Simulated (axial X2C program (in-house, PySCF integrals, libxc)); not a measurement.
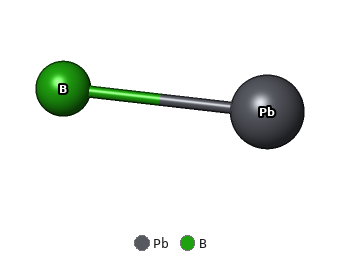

**Figure 1.** The molecule at the reference distance of 2.194 Å.

Run report: PbB⁻, relativistic diatomic calculation

- system: PbB⁻, single determinant with Ω = 2.
- method: PBE0, two-component X2C with atomic mean-field Coulomb and Gaunt terms, Pb dyall-acv3z, B dyall-av3z (cores contracted) (axial X2C program (in-house, PySCF integrals, libxc))

Input file:
```
{"zs": [82, 5], "q": -1, "bas": ["dyall-acv3z", "dyall-av3z"], "levels": ["PBE0", "HF", "BHandHLYP"], "cc": true, "r0": 2.29, "thr": -1.0, "nmax": 90, "npts": 10, "nst": 2, "ntry": 6}
```

The line is the task of a batch: nuclear charges, charge, bases, the levels to run, a first guess of the distance and further settings. This report covers PBE0 with spin-orbit coupling. The log is that of the reference distance 2.194 Å, started from orbitals converged before.

Hardware: 1 thread of Intel Xeon (Sapphire Rapids), 10 GiB of memory available, shared host.

Launched within a batch (the task file carries these settings):
```bash
python <driver script> task.json out
```

The program's output:
```
two-component X2C + atomic mean field  PBE0
basis functions 236  fitting functions 1243  grid points 5078
iter        total energy     max residual
   1     -20916.805900430     2.19e-05
   2     -20916.805900470     1.42e-05
   3     -20916.805900487     1.79e-05
   4     -20916.805900500     1.14e-05
   5     -20916.805900512     7.82e-06
   6     -20916.805900516     2.27e-06
   7     -20916.805900516     9.60e-07
converged
one-electron -28805.00196148  Coulomb 8208.57292842  exact exchange -98.23923735  xc functional -300.83246882  nuclear repulsion 98.88908682  atomic mean-field constant -20.19424810
```

The points of the curve:

| R (Å) | E (hartree) | dipole (D; origin at the first atom, positive when the second is positive) | highest filled (eV) | lowest empty (eV) |
| --- | --- | --- | --- | --- |
| 2.062 | −20916.802161 | −4.90 | 0.22 | 1.99 |
| 2.128 | −20916.805098 | −5.09 | 0.23 | 2.00 |
| 2.194 | −20916.805901 | −5.27 | 0.24 | 2.01 |
| 2.271 | −20916.804838 | −5.47 | 0.25 | 2.01 |
| 2.348 | −20916.802248 | −5.65 | 0.26 | 2.01 |
| 2.446 | −20916.797473 | −5.87 | 0.26 | 2.02 |

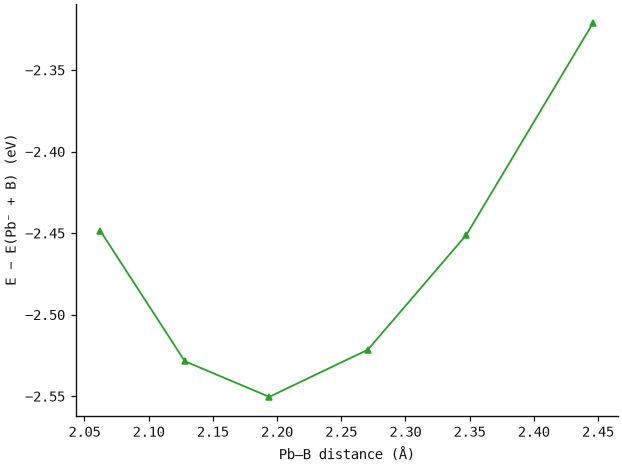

**Figure 2.** Energy at 6 bond lengths, for one set of occupations held fixed; the line joins the points. A polynomial of degree 4 through 6 points gives rₑ = 2.191 Å, ωₑ = 514.3 cm⁻¹, ωₑxₑ = 3.6 cm⁻¹ and Bₑ = 0.3359 cm⁻¹. The minimum lies 2.55 eV below Pb⁻ + B, each computed as one determinant at the same level.

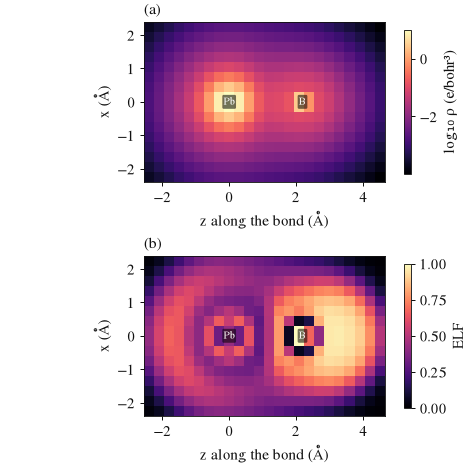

**Figure 3.** (a) electron density on a logarithmic scale; (b) electron localisation function, in a plane that holds the axis, at 2.19 Å, on points 0.3 Å apart (one half computed, the other mirrored); the structure near the nuclei is finer than these points.

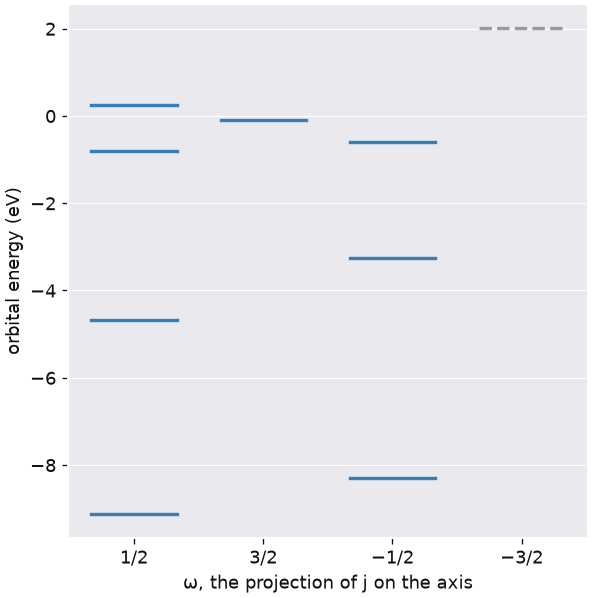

**Figure 4.** Orbital energies near the frontier at 2.19 Å, filled (solid) and empty (dashed). The highest filled spinor (1/2; 52 % Pb p, 37 % B p) lies at 0.24 eV, the lowest empty one (−3/2; 58 % Pb p, 37 % B p) at 2.01 eV. A filled level above zero is held only by the finite basis .

Key numbers:

```tsv
quantity	value
outcome	converged; a filled level lies above zero
bond length rₑ	2.191 Å
ωₑ	514.3 cm⁻¹
energy at the minimum	−20916.80590 hartree
depth below the fragments	2.55 eV
wall time	9.6 s
```

Notes:

The highest filled level (PBE0, up to 0.26 eV) lies above zero. That is common for anions, where the functional's self-interaction leaves the outer electrons unbound; only the finite basis holds them, so such levels depend on it. Caveats: 6 of the 10 points asked for were kept.
